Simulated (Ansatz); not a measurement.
# Fields on a plane of PbI2 (CdI2 type)

```yaml
crystal:
  lattice:
    - [4.55930, 0.00000, 0.00000]
    - [-2.27965, 3.94847, 0.00000]
    - [0.00000, 0.00000, 6.97268]
  atoms:
    - { symbol: Pb, position: [0.00000, 0.00000, 0.00000] }
    - { symbol: I, position: [0.33333, 0.66667, 0.27092] }
    - { symbol: I, position: [0.66667, 0.33333, 0.72908] }
```

The slice is a (-1 1 0 2) plane (indices of the conventional cell) through the point (0.000, 0.000, 0.000) (fractional), spanned by u = [110] and v = [1 -1 1] in vectors of this cell: u (4.56 Å) and v (10.53 Å, at 90° to u). It covers one period; positions are fractions (u, v).

Atoms on it: Pb at (0.00, 0.00). Other atoms lie within 1 Å of the plane.

Computed with PBE-D3(BJ) (plane waves to 420 eV, PAW, scalar-relativistic; Ansatz, a first-principles code). k mesh 8×8×5. Inside the PAW spheres the values are not all-electron values, and peaks at nuclei hang on which shells count as valence. PbI2 was relaxed with its symmetry unable to fall. Spin-orbit coupling is left out, though I and Pb are heavy. The PAW data are Ansatz's earlier set.

```
|xx445522000000225544|
|66554411000000114455|
|33221100000000001122|
|66553311000000113355|
|99999966110011669999|
|55669988220022889966|
|xx448899330033998844|
|xx448899330033998844|
|77889988110011889988|
|99999955000000559999|
|55442200000000002244|
|00000000000000000000|
|55442200000000002244|
|99999955000000559999|
|77889988110011889988|
|xx448899330033998844|
|xx448899330033998844|
|55669988220022889966|
|99999966110011669999|
|66553311000000113355|
|33221100000000001122|
|66554411000000114455|
|xx445522000000225544|
|xxxx66330000003366xx|
```
Scale: ten equal steps from 0.00 (start of '0') to 0.78 (end of '9'), in the order '0123456789'. Values: electron localisation function (ELF). The map has 10 points along u (two characters each, u = 0 at the left) and 24 along v (v = 0 in the bottom row). Points within 0.5 Å of a nucleus are blanked (x), as the pseudised field means little there.

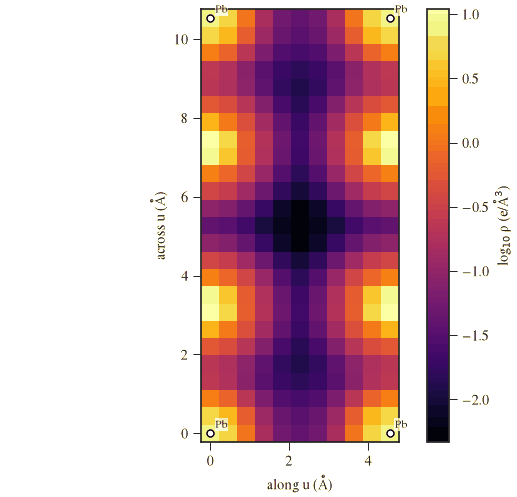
Fig. 1. Log₁₀ of the valence density in e/Å³, one period of the plane, atoms marked. The scale is logarithmic, as a density can span decades between atoms and voids.
